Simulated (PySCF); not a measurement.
```yaml
atoms:
  - { symbol: C, position_ang: [-1.1707, -0.8038, -1.5963] }
  - { symbol: C, position_ang: [-0.9626, -0.4497, -0.3304] }
  - { symbol: O, position_ang: [0.1880, 0.0930, 0.1131] }
  - { symbol: Si, position_ang: [1.5690, 0.4757, -0.6319] }
  - { symbol: O, position_ang: [2.3572, 1.0566, 0.6475] }
  - { symbol: C, position_ang: [3.6490, 1.5696, 0.6550] }
  - { symbol: C, position_ang: [-1.9671, -0.6028, 0.7608] }
  - { symbol: C, position_ang: [-3.2974, -1.1968, 0.4214] }
  - { symbol: N, position_ang: [-1.7476, -0.2553, 1.9535] }
  - { symbol: H, position_ang: [-2.0991, -1.2329, -1.9187] }
  - { symbol: H, position_ang: [-0.4052, -0.6649, -2.3379] }
  - { symbol: H, position_ang: [2.2263, -0.7062, -1.1945] }
  - { symbol: H, position_ang: [1.3640, 1.4920, -1.6660] }
  - { symbol: H, position_ang: [3.8852, 1.8827, 1.6724] }
  - { symbol: H, position_ang: [3.7301, 2.4292, -0.0144] }
  - { symbol: H, position_ang: [4.3701, 0.8146, 0.3335] }
  - { symbol: H, position_ang: [-3.9002, -1.2338, 1.3235] }
  - { symbol: H, position_ang: [-3.1718, -2.2030, 0.0282] }
  - { symbol: H, position_ang: [-3.8029, -0.5915, -0.3274] }
  - { symbol: H, position_ang: [-0.8194, 0.1382, 2.1055] }
```

Geometry: GFN2-xTB.

Level of theory: PBE0/pcSseg-1, SCF density, gas phase, non-relativistic (PySCF).

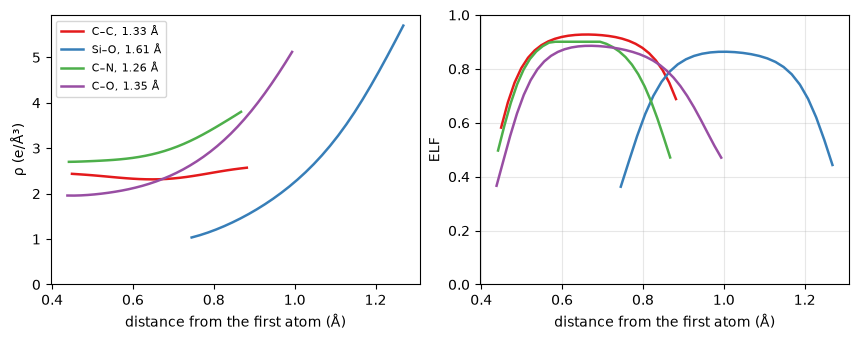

C5H11NO2Si. Electron density and electron localisation function along straight lines between neighbouring atoms. The curves leave out the atomic cores.

### What can be read from the curves?

C–C (1.33 Å): the density is about 2.3 e/Å³ at the midpoint; the ELF peaks at about 0.95 between the atoms; a short, multiple covalent bond.
Si–O (1.61 Å): ρ is about 1.2 e/Å³ halfway; the ELF peaks at about 0.85 between the atoms; a polar covalent bond.
C–N (1.26 Å): ρ at the midpoint is about 2.8 e/Å³; the ELF peaks at about 0.90 between the atoms: a short, multiple covalent bond.
C–O (1.35 Å): the density is about 2.3 e/Å³ at the midpoint, with its minimum of 2 e/Å³ about 0.5 Å from C; the ELF peaks at about 0.90 between the atoms, as expected for a shared but strongly polarised pair.
